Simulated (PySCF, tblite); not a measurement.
**SiPH₅: dynamics, then NMR shifts on frames**

Aim: move SiPH₅ (`[SiH3]P`) away from its starting geometry and see how NMR shifts follow the geometry.

Computed with tblite 0.8.0 and PySCF 2.14.0, with density-fitted response routines of our own, on a single molecule in the gas phase. Atoms are numbered from 0 throughout.

## (1) The molecule as given

7 atoms, charge 0, multiplicity 1; geometry from: GFN2-xTB.

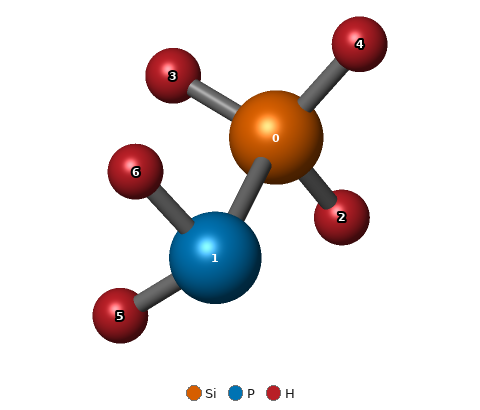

As it starts; silicon orange, phosphorus blue, hydrogen red, atoms numbered.

## (2) A short Langevin run with GFN2-xTB

The job: settings as JSON, then the geometry in Å.

```
{"job": {"kind": "md", "xc": "GFN2-xTB", "basis": "xTB", "temperature": 300, "steps": 2000, "every": 50, "frames": 5}, "charge": 0, "multiplicity": 1}
Si    -0.831986     0.060963    -0.032579
P      1.328735     0.191934    -0.590591
H     -1.485211    -0.760867    -1.050082
H     -1.054422    -0.531017     1.289236
H     -1.351691     1.427293    -0.050223
H      1.648567    -1.098745    -0.211296
H      1.749341     0.715344     0.618457
```

Method: GFN2-xTB Langevin dynamics, gas phase.

Started as:

```sh
$ OMP_NUM_THREADS=1 python probes_run.py task.json out
```

One launch serves the whole session: the jobs run in the order shown.

Log:

```text
t/fs     T/K      E/eV
    0.0   242.7   -184.71394
   25.0   143.9   -184.49612
   50.0   240.7   -184.57592
   75.0   227.0   -184.51308
  100.0   321.3   -184.63584
  125.0   376.9   -184.58352
  150.0   357.1   -184.62544
  175.0   242.4   -184.42823
  200.0   290.6   -184.52632
  225.0   208.7   -184.56242
  250.0   248.2   -184.60072
  275.0   266.9   -184.61395
  300.0   404.2   -184.65166
  325.0   425.0   -184.60447
  350.0   234.7   -184.61335
  375.0   281.6   -184.64112
  400.0   161.0   -184.56351
  425.0   213.9   -184.61524
  450.0   308.1   -184.64689
  475.0   240.5   -184.62096
  500.0   188.1   -184.61146
  525.0   204.6   -184.60436
  550.0   250.1   -184.55092
  575.0   332.4   -184.55175
  600.0   237.1   -184.55606
  625.0   263.5   -184.36317
  650.0   444.6   -184.58381
  675.0   437.1   -184.55397
  700.0   316.2   -184.42602
  725.0   322.5   -184.54026
  750.0   344.0   -184.53208
  775.0   281.2   -184.51774
  800.0   215.5   -184.54821
  825.0   232.5   -184.59689
  850.0   150.8   -184.61234
  875.0   204.3   -184.52986
  900.0   162.2   -184.50680
  925.0   270.1   -184.61840
  950.0   167.0   -184.49772
  975.0   327.9   -184.54583
 1000.0   270.4   -184.55846
```

Run time: 9.6 s. Hardware: 1 thread of Intel Xeon at 2.70GHz, shared host.

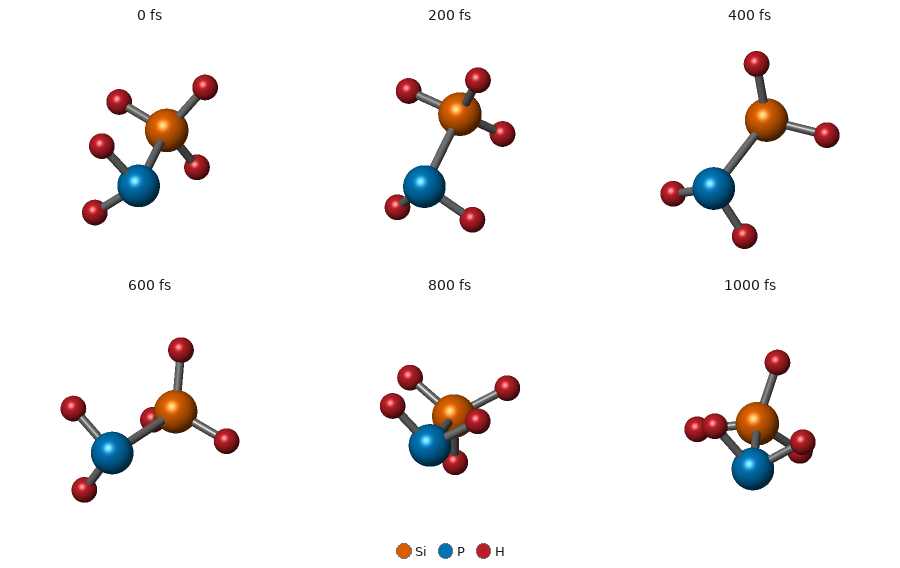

Frames of the run.

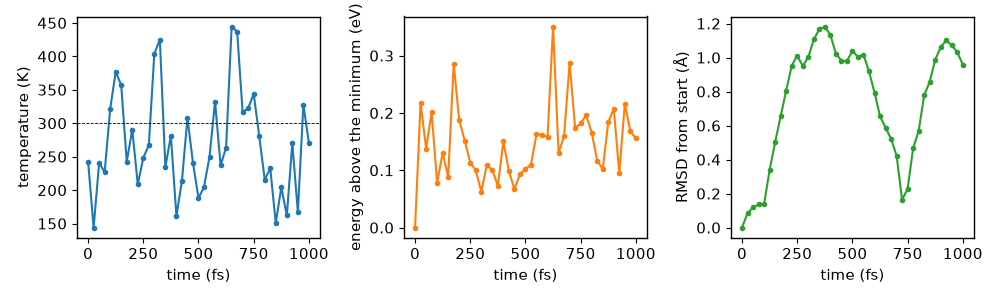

Temperature, potential energy and distance from the start.

Positions (Å) and forces (eV/Å) at 1000 fs:

```xyz
7

Si   -1.979   -0.492    0.884   -0.831   -0.080   -0.039
P    -0.035    0.194    0.064    0.161    0.335    0.584
H    -2.887   -1.055   -0.188    0.578    0.211    0.526
H    -1.486   -1.484    1.852   -0.373    0.024    0.004
H    -2.776    0.633    1.505    0.415   -0.566   -0.164
H     0.357    0.735    1.343   -0.248   -0.156   -0.921
H    -0.646    1.348   -0.390    0.297    0.232    0.010
```

## (3) NMR shieldings: 250 fs, PBE0/pcSseg-1

The job: settings as JSON, then the geometry in Å.

```
{"job": {"kind": "nmr", "xc": "PBE0", "basis": "pcSseg-1", "pop": false}, "charge": 0, "multiplicity": 1}
Si    -1.223700     0.333400     0.400700
P      0.745300    -0.573900    -0.236100
H     -2.343500    -0.432700    -0.199200
H     -1.176600     0.009700     1.824300
H     -1.155700     1.743700     0.028600
H      0.321000    -0.494500    -1.554000
H      0.180600    -1.863400    -0.054800
```

Method: GIAO PBE0/pcSseg-1 NMR shielding, non-relativistic, gas phase.

Log:

```text
coarse grid: 6352 points
cycle   1  E = -633.5330350305  dE = -1.640e-01  |g| = 1.265e-01  |ddm| = 2.192e+00
cycle   2  E = -633.5348327975  dE = -1.798e-03  |g| = 1.014e-01  |ddm| = 3.735e-01
cycle   3  E = -633.5380877000  dE = -3.255e-03  |g| = 1.898e-02  |ddm| = 1.908e-01
cycle   4  E = -633.5381640818  dE = -7.638e-05  |g| = 1.793e-03  |ddm| = 2.579e-02
cycle   5  E = -633.5381649359  dE = -8.541e-07  |g| = 8.953e-04  |ddm| = 4.896e-03
final grid: 50712 points
cycle   6  E = -633.5491308364  dE = -7.000e-06  |g| = 1.747e-03  |ddm| = 1.459e-02
cycle   7  E = -633.5491309960  dE = -1.596e-07  |g| = 1.559e-03  |ddm| = 4.833e-03
cycle   8  E = -633.5491316496  dE = -6.536e-07  |g| = 8.969e-05  |ddm| = 2.416e-03
cycle   9  E = -633.5491316518  dE = -2.190e-09  |g| = 3.683e-05  |ddm| = 2.024e-04
cycle  10  E = -633.5491316523  dE = -5.122e-10  |g| = 7.944e-06  |ddm| = 6.901e-05
converged SCF energy = -633.5491316523

GIAO shielding tensors (ppm)
atom      isotropic    diamagn.    paramagn.     s11        s22        s33       span
  0 Si     432.584     880.030    -447.446    399.680    434.861    463.210     63.530
  1 P      639.138     966.963    -327.825    560.515    611.829    745.070    184.555
  2 H       27.123      28.986      -1.863     23.404     25.346     32.618      9.215
  3 H       27.484      29.297      -1.812     24.031     25.583     32.839      8.807
  4 H       27.590      29.095      -1.505     24.255     25.407     33.109      8.854
  5 H       30.676      30.251       0.425     25.508     27.464     39.056     13.548
  6 H       30.238      29.489       0.750     25.218     26.979     38.519     13.301
```

Run time: 4.7 s. Hardware: 1 thread of Intel Xeon at 2.70GHz, shared host; peak memory 0.33 GiB.

Shifts follow as δ = σ(reference) − σ, with reference shieldings (ppm) from runs at the same level and on the same kind of geometry: 1H TMS 31.72, 29Si TMS 349.2, 31P H3PO4 318.4. The references are single molecules in the gas phase, so shifts against H2O, NH3, PH3, H3PO4 or CFCl3 are not on the usual liquid scales and can be off by tens of ppm. Each atom is listed at this fixed geometry, with no averaging over motion; a spectrum would average atoms that exchange fast.

```tsv
atoms	environment	σ (ppm)	δ (ppm)
H2	hydrogen on a silicon bonded to P	27.12	4.59
H3	hydrogen on a silicon bonded to P	27.48	4.23
H4	hydrogen on a silicon bonded to P	27.59	4.13
H6	hydrogen on a phosphorus bonded to Si	30.24	1.48
H5	hydrogen on a phosphorus bonded to Si	30.68	1.04
Si0	silicon bonded to P, 3 H	432.6	-83.4
P1	phosphorus bonded to Si, 2 H	639.1	-320.8
```

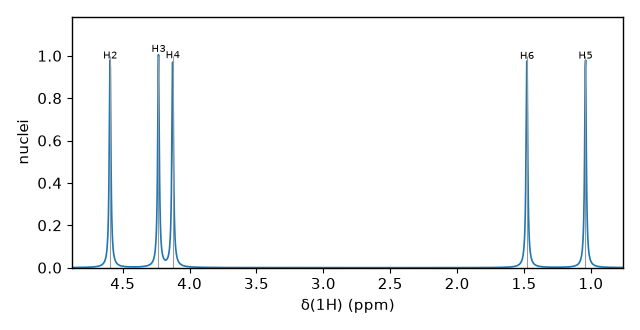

1H lines at the computed shifts, without couplings. Lines are broadened to a width of 0.01 ppm (Lorentzian).

## (4) Nuclear shieldings: 425 fs, PBE0/pcSseg-1

The job: settings as JSON, then the geometry in Å.

```
{"job": {"kind": "nmr", "xc": "PBE0", "basis": "pcSseg-1", "pop": false}, "charge": 0, "multiplicity": 1}
Si    -1.836500     0.155900     0.054700
P      0.237700    -0.571200    -0.126100
H     -2.661300    -0.961500     0.221600
H     -1.960600     0.983200     1.244900
H     -2.169000     0.862100    -1.174900
H     -0.025700    -1.488100    -1.145700
H      0.197700    -1.621200     0.769400
```

With the program's defaults for keys left out, this is: GIAO PBE0/pcSseg-1 NMR shielding, non-relativistic, gas phase.

Log:

```text
coarse grid: 6352 points
cycle   1  E = -633.5313680352  dE = -9.776e-02  |g| = 1.214e-01  |ddm| = 2.207e+00
cycle   2  E = -633.5340133296  dE = -2.645e-03  |g| = 8.373e-02  |ddm| = 3.354e-01
cycle   3  E = -633.5360621183  dE = -2.049e-03  |g| = 1.841e-02  |ddm| = 1.500e-01
cycle   4  E = -633.5361338479  dE = -7.173e-05  |g| = 1.368e-03  |ddm| = 2.469e-02
cycle   5  E = -633.5361344673  dE = -6.194e-07  |g| = 4.046e-04  |ddm| = 3.571e-03
final grid: 50712 points
cycle   6  E = -633.5469198569  dE = -7.307e-06  |g| = 1.529e-03  |ddm| = 1.368e-02
cycle   7  E = -633.5469199806  dE = -1.237e-07  |g| = 1.288e-03  |ddm| = 3.700e-03
cycle   8  E = -633.5469203808  dE = -4.001e-07  |g| = 6.907e-05  |ddm| = 1.872e-03
cycle   9  E = -633.5469203821  dE = -1.357e-09  |g| = 1.655e-05  |ddm| = 1.298e-04
cycle  10  E = -633.5469203822  dE = -9.663e-11  |g| = 4.686e-06  |ddm| = 3.265e-05
converged SCF energy = -633.5469203822

GIAO shielding tensors (ppm)
atom      isotropic    diamagn.    paramagn.     s11        s22        s33       span
  0 Si     442.245     880.120    -437.876    425.673    439.110    461.952     36.278
  1 P      627.569     967.569    -339.999    534.957    623.283    724.467    189.510
  2 H       28.227      29.799      -1.572     23.788     26.431     34.462     10.674
  3 H       28.038      28.950      -0.913     24.742     25.759     33.612      8.870
  4 H       27.987      28.898      -0.911     24.719     25.731     33.511      8.792
  5 H       30.501      29.959       0.541     25.454     27.253     38.795     13.341
  6 H       30.706      30.329       0.377     25.728     27.052     39.338     13.610
```

Run time: 4.8 s. Hardware: 1 thread of Intel Xeon at 2.70GHz, shared host; peak memory 0.33 GiB.

Key values: δ Si0 -93.1, P1 -309.2, H4 3.73, H3 3.68 ppm.

## (5) NMR shieldings: 625 fs, PBE0/pcSseg-1

The job: settings as JSON, then the geometry in Å.

```
{"job": {"kind": "nmr", "xc": "PBE0", "basis": "pcSseg-1", "pop": false}, "charge": 0, "multiplicity": 1}
Si    -2.021600     0.349300    -0.422900
P      0.291000     0.218500    -0.048200
H     -2.830100    -0.833500    -0.265800
H     -2.307000     1.437800     0.479600
H     -2.289600     0.976700    -1.888100
H      0.348300    -1.139000     0.267000
H      0.348000     0.571200     1.311300
```

With the program's defaults for keys left out, this is: GIAO PBE0/pcSseg-1 NMR shielding, non-relativistic, gas phase.

Log:

```text
coarse grid: 6352 points
cycle   1  E = -633.5246347700  dE = -2.342e-01  |g| = 1.383e-01  |ddm| = 2.172e+00
cycle   2  E = -633.5263592103  dE = -1.724e-03  |g| = 1.143e-01  |ddm| = 3.748e-01
cycle   3  E = -633.5305823811  dE = -4.223e-03  |g| = 1.987e-02  |ddm| = 1.959e-01
cycle   4  E = -633.5306751735  dE = -9.279e-05  |g| = 1.983e-03  |ddm| = 2.676e-02
cycle   5  E = -633.5306763768  dE = -1.203e-06  |g| = 6.665e-04  |ddm| = 4.750e-03
final grid: 50712 points
cycle   6  E = -633.5415298074  dE = -6.311e-06  |g| = 1.569e-03  |ddm| = 1.234e-02
cycle   7  E = -633.5415298645  dE = -5.708e-08  |g| = 1.389e-03  |ddm| = 3.902e-03
cycle   8  E = -633.5415303809  dE = -5.164e-07  |g| = 1.073e-04  |ddm| = 2.087e-03
cycle   9  E = -633.5415303846  dE = -3.741e-09  |g| = 2.629e-05  |ddm| = 2.073e-04
cycle  10  E = -633.5415303849  dE = -2.839e-10  |g| = 7.831e-06  |ddm| = 5.209e-05
converged SCF energy = -633.5415303849

GIAO shielding tensors (ppm)
atom      isotropic    diamagn.    paramagn.     s11        s22        s33       span
  0 Si     429.757     878.481    -448.725    361.139    451.228    476.902    115.763
  1 P      601.978     967.161    -365.183    515.685    625.123    665.126    149.441
  2 H       27.685      28.473      -0.788     23.767     25.795     33.493      9.725
  3 H       27.515      28.848      -1.333     23.627     26.021     32.897      9.270
  4 H       26.039      26.283      -0.243     22.744     24.382     30.991      8.247
  5 H       29.922      30.453      -0.531     25.010     26.958     37.798     12.788
  6 H       30.004      30.323      -0.320     24.935     26.806     38.269     13.334
```

Wall time 3.5 s (1 thread of Intel Xeon at 2.70GHz, shared host); peak memory 0.33 GiB.

In short: δ Si0 -80.6, P1 -283.6, H4 5.68, H3 4.20 ppm.

## (6) Nuclear shieldings: 800 fs, PBE0/pcSseg-1

The job: settings as JSON, then the geometry in Å.

```
{"job": {"kind": "nmr", "xc": "PBE0", "basis": "pcSseg-1", "pop": false}, "charge": 0, "multiplicity": 1}
Si    -1.943300    -0.240200     0.317200
P      0.120000     0.505700     0.073200
H     -2.168900    -1.513600    -0.359400
H     -2.182100    -0.530000     1.714800
H     -2.980700     0.611000    -0.138400
H      0.442400     0.917400     1.300200
H     -0.263400     1.764500    -0.408200
```

Level: GIAO PBE0/pcSseg-1 NMR shielding, non-relativistic, gas phase.

Log:

```text
coarse grid: 6352 points
cycle   1  E = -633.5279392971  dE = -8.656e-02  |g| = 1.221e-01  |ddm| = 2.215e+00
cycle   2  E = -633.5308911070  dE = -2.952e-03  |g| = 7.744e-02  |ddm| = 3.070e-01
cycle   3  E = -633.5325749868  dE = -1.684e-03  |g| = 1.861e-02  |ddm| = 1.310e-01
cycle   4  E = -633.5326599904  dE = -8.500e-05  |g| = 2.005e-03  |ddm| = 2.706e-02
cycle   5  E = -633.5326614539  dE = -1.463e-06  |g| = 6.798e-04  |ddm| = 5.068e-03
final grid: 50712 points
cycle   6  E = -633.5433169129  dE = -6.983e-06  |g| = 1.390e-03  |ddm| = 1.161e-02
cycle   7  E = -633.5433170385  dE = -1.256e-07  |g| = 1.126e-03  |ddm| = 3.251e-03
cycle   8  E = -633.5433173433  dE = -3.048e-07  |g| = 7.442e-05  |ddm| = 1.598e-03
cycle   9  E = -633.5433173451  dE = -1.739e-09  |g| = 1.917e-05  |ddm| = 1.483e-04
cycle  10  E = -633.5433173452  dE = -1.437e-10  |g| = 5.792e-06  |ddm| = 3.939e-05
converged SCF energy = -633.5433173452

GIAO shielding tensors (ppm)
atom      isotropic    diamagn.    paramagn.     s11        s22        s33       span
  0 Si     448.084     879.630    -431.546    397.380    459.435    487.438     90.058
  1 P      645.340     967.993    -322.653    569.446    629.997    736.578    167.131
  2 H       28.133      28.723      -0.590     24.193     26.133     34.073      9.881
  3 H       27.919      28.717      -0.798     24.118     25.954     33.687      9.569
  4 H       28.422      29.104      -0.682     24.241     26.499     34.526     10.285
  5 H       31.517      31.417       0.099     25.899     27.849     40.803     14.904
  6 H       30.082      29.754       0.328     24.494     27.437     38.315     13.820
```

It took 3.7 s on 1 thread of Intel Xeon at 2.70GHz, shared host; peak memory 0.33 GiB.

This run: δ Si0 -98.9, P1 -327.0, H3 3.80, H2 3.58 ppm.

## (7) Nuclear shieldings: 1000 fs, PBE0/pcSseg-1

The job: settings as JSON, then the geometry in Å.

```
{"job": {"kind": "nmr", "xc": "PBE0", "basis": "pcSseg-1", "pop": false}, "charge": 0, "multiplicity": 1}
Si    -1.979300    -0.492400     0.884300
P     -0.035100     0.194200     0.064100
H     -2.886900    -1.054900    -0.188200
H     -1.485600    -1.484500     1.851900
H     -2.775900     0.633300     1.504700
H      0.356900     0.734600     1.343100
H     -0.645700     1.347900    -0.390000
```

With the program's defaults for keys left out, this is: GIAO PBE0/pcSseg-1 NMR shielding, non-relativistic, gas phase.

Log:

```text
coarse grid: 6352 points
cycle   1  E = -633.5337520315  dE = -1.762e-01  |g| = 1.233e-01  |ddm| = 2.183e+00
cycle   2  E = -633.5358229973  dE = -2.071e-03  |g| = 9.150e-02  |ddm| = 3.288e-01
cycle   3  E = -633.5383389749  dE = -2.516e-03  |g| = 1.917e-02  |ddm| = 1.649e-01
cycle   4  E = -633.5384217194  dE = -8.274e-05  |g| = 1.885e-03  |ddm| = 2.736e-02
cycle   5  E = -633.5384226841  dE = -9.647e-07  |g| = 8.130e-04  |ddm| = 4.983e-03
final grid: 50712 points
cycle   6  E = -633.5498602949  dE = -6.512e-06  |g| = 1.722e-03  |ddm| = 1.254e-02
cycle   7  E = -633.5498604770  dE = -1.821e-07  |g| = 1.483e-03  |ddm| = 4.454e-03
cycle   8  E = -633.5498610769  dE = -5.998e-07  |g| = 9.359e-05  |ddm| = 2.234e-03
cycle   9  E = -633.5498610789  dE = -2.006e-09  |g| = 2.700e-05  |ddm| = 1.767e-04
cycle  10  E = -633.5498610792  dE = -2.678e-10  |g| = 9.466e-06  |ddm| = 5.824e-05
converged SCF energy = -633.5498610792

GIAO shielding tensors (ppm)
atom      isotropic    diamagn.    paramagn.     s11        s22        s33       span
  0 Si     427.249     879.256    -452.007    368.998    453.996    458.753     89.754
  1 P      623.690     967.331    -343.642    538.477    598.904    733.689    195.212
  2 H       27.009      27.944      -0.935     23.872     25.040     32.115      8.243
  3 H       27.231      28.587      -1.355     23.786     25.060     32.848      9.062
  4 H       26.710      27.855      -1.144     23.081     24.932     32.118      9.038
  5 H       29.644      29.205       0.439     24.866     26.440     37.627     12.762
  6 H       30.332      30.462      -0.130     25.051     27.347     38.598     13.547
```

It took 4.3 s on 1 thread of Intel Xeon at 2.70GHz, shared host; peak memory 0.33 GiB.

In short: δ Si0 -78.1, P1 -305.3, H4 5.01, H2 4.71 ppm.

## (8) Run by run: NMR shifts

Shifts (ppm), with basis size and wall time:

```tsv
frame	H2	H3	H4	H6	H5	Si0	P1	functions	time
250 fs	4.59	4.23	4.13	1.48	1.04	-83.4	-320.8	73	4.7 s
425 fs	3.49	3.68	3.73	1.01	1.22	-93.1	-309.2	73	4.8 s
625 fs	4.03	4.20	5.68	1.71	1.79	-80.6	-283.6	73	3.5 s
800 fs	3.58	3.80	3.29	1.63	0.20	-98.9	-327.0	73	3.7 s
1000 fs	4.71	4.49	5.01	1.38	2.07	-78.1	-305.3	73	4.3 s
```

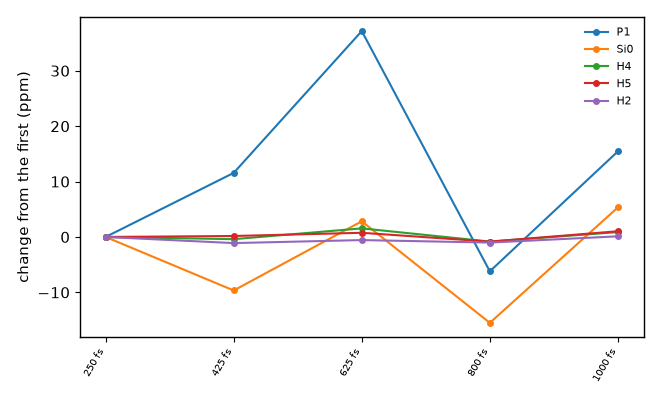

How five of the tabulated atoms move from run to run.

## (9) Outcome

| quantity | value |
| --- | --- |
| thermostat | 300 K |
| mean temperature, second half | 268 K |
| mean potential energy above the minimum | 0.17 eV |
| 1H shifts against TMS (PBE0/pcSseg-1, 250 fs) | 4.59, 4.23, 4.13, 1.48, 1.04 ppm |
| 29Si shifts against TMS (PBE0/pcSseg-1, 250 fs) | -83.4 ppm |
| 31P shifts against H3PO4 (PBE0/pcSseg-1, 250 fs) | -320.8 ppm |
| range of the shift of P1 | -327.0 to -283.6 ppm |

In words: In the second half the potential energy averages 0.17 eV above the minimum; equipartition over 15 harmonic modes at 300 K would give 0.19 eV. With 7 atoms the temperature swings widely (144 to 445 K). Shifts at one fixed geometry are not the observed spectrum, which averages over the motion. In the first frame run (250 fs): The widest tensor belongs to P1: span 185 ppm, with a paramagnetic part of -328 ppm. Across the 5 runs the shift of P1 moves most, between -327.0 (800 fs) and -283.6 ppm (625 fs).
